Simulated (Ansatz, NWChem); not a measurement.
**How basis sets differ on GeH3F (fluorogermane)**

GeH3F: 5 atoms, total charge 0, spin state singlet. SMILES: `[F][GeH3]`. Geometry: relaxed at PBE0-D4/def2-TZVP.

Quantity: the dipole moment, in D. The values are calculated.

```json
{"level": "B3LYP/6-31G* (spherical functions)", "kind": "global hybrid", "program": "NWChem", "value (D)": "2.08", "CPU time": "7.8 s"}
{"level": "B3LYP/6-31G* (Cartesian functions)", "kind": "global hybrid", "program": "Ansatz", "value (D)": "2.08", "CPU time": "3.6 s"}
{"level": "B3LYP/cc-pVDZ", "kind": "global hybrid", "program": "NWChem", "value (D)": "2.09", "CPU time": "26 s"}
{"level": "B3LYP/aug-cc-pVDZ", "kind": "global hybrid", "program": "NWChem", "value (D)": "2.21", "CPU time": "57 s"}
{"level": "B3LYP/cc-pVTZ", "kind": "global hybrid", "program": "NWChem", "value (D)": "2.09", "CPU time": "2.3 min"}
```

All-electron rows without a relativistic Hamiltonian named are non-relativistic. The values span 2.08 to 2.21 D. Times are those of the runs behind each value, whatever else they computed, on shared processors of several kinds: orders of magnitude only.

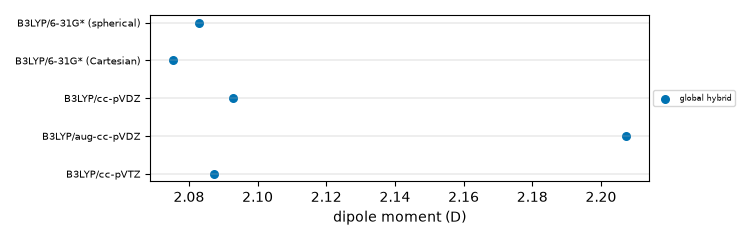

The values of the table, level by level.
